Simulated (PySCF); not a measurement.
# Frequency calculation of CoOCl$_{2}$

System: CoOCl$_{2}$, multiplicity 6.
Method: UKS-based PBE0, Co def2-TZVP, O def2-TZVP, Cl def2-TZVP; non-relativistic Hamiltonian; density fitting (PySCF 2.14.0).

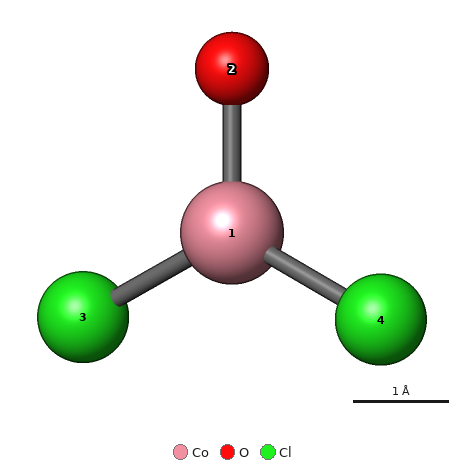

*The structure (ball-and-stick view, seen at a tilt; atoms are numbered from 1 in the order of the input). Sticks mark near contacts.*

Bond lengths as drawn: Cl–Co 2.11 Å and Co–O 1.72 Å.

## Summary

| quantity | value |
| --- | --- |
| outcome | converged |
| total energy | −2377.844262 hartree |
| ⟨S²⟩ | 8.775 |
| zero-point energy | 0.004207 hartree |
| dipole moment | 0.27 D |
| wavenumbers, lowest and highest | 91 and 628 cm⁻¹ |
| hardware | 4 threads of Intel Xeon @ 2.50GHz (Skylake/Cascade Lake), 32 GiB of memory available, shared host |
| wall time | 2.7 min (CPU time 8.6 min) |
| peak memory | 1.6 GiB |

## Input
```python
from pyscf import gto, scf, dft
mol = gto.M(atom='''
Co     0.206052    -0.132884    -0.000000
O      1.654498    -1.066991    -0.000000
Cl    -0.551941     0.355950    -1.906749
Cl    -0.551942     0.355948     1.906749''',
    basis={'Co': 'def2-TZVP', 'O': 'def2-TZVP', 'Cl': 'def2-TZVP'},
    charge=0, spin=5)
mf = dft.UKS(mol, xc='PBE0')
mf.grids.atom_grid = (75, 302)
aux = {'Co': 'def2-universal-JKFIT', 'O': 'def2-universal-JKFIT', 'Cl': 'def2-universal-JKFIT'}
mf = mf.density_fit(auxbasis=aux)
mf.conv_tol = 1e-09
mf.diis_space = 10
mf.max_cycle = 60
mf.verbose = 4
mf.kernel()
```

The script is an equivalent of the set-up of the self-consistent field. The run itself was carried out by a driver, which started from the orbitals of the step before it where there was one and computed the further properties.

Launched with:
```bash
OMP_NUM_THREADS=4 python axn.py task.json out
```

## Log
```
init E= -2377.84426228125
  alpha nocc = 37  HOMO = -0.335044717293456  LUMO = 0.00939740497360475
  beta  nocc = 32  HOMO = -0.325183110793493  LUMO = -0.214117249023256
  HOMO = -0.325183110793  LUMO = -0.214117249023  gap/eV = 3.02226
cycle= 1 E= -2377.84426228124  delta_E= 6.37e-12  |g|= 5.1e-06  |ddm|= 5.57e-06
  alpha nocc = 37  HOMO = -0.335045211858191  LUMO = 0.00939694414203984
  beta  nocc = 32  HOMO = -0.32518328326987  LUMO = -0.214118998777849
  HOMO = -0.32518328327  LUMO = -0.214118998778  gap/eV = 3.02221
Extra cycle  E= -2377.84426228114  delta_E= 1.01e-10  |g|= 2.22e-05  |ddm|= 1.14e-05
converged SCF energy = -2377.84426228114  <S^2> = 8.7745077  2S+1 = 6.0081637
```

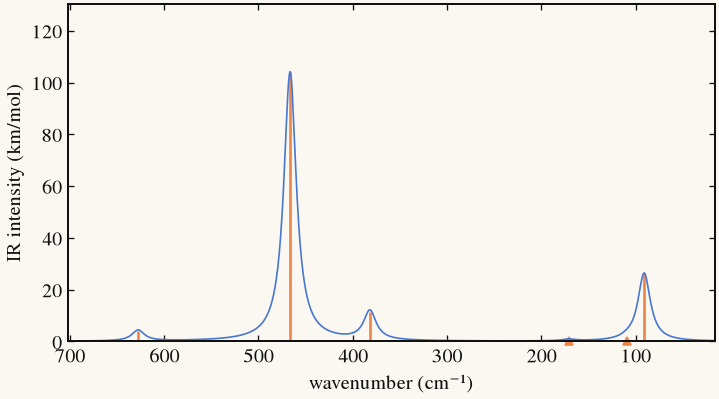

*Harmonic infrared spectrum, unscaled: sticks (degenerate modes added up, dark ones marked on the axis) with a Lorentzian envelope of 16 cm⁻¹ full width, scaled to the tallest stick.*

6 modes from 91 to 628 cm⁻¹, none imaginary. The strongest line is at 466 cm⁻¹ (104 km/mol). All modes, in cm⁻¹ (km/mol): 91 (26), 109 (0.5), 171 (0.7), 382 (11.3), 466 (104), 628 (4.2).
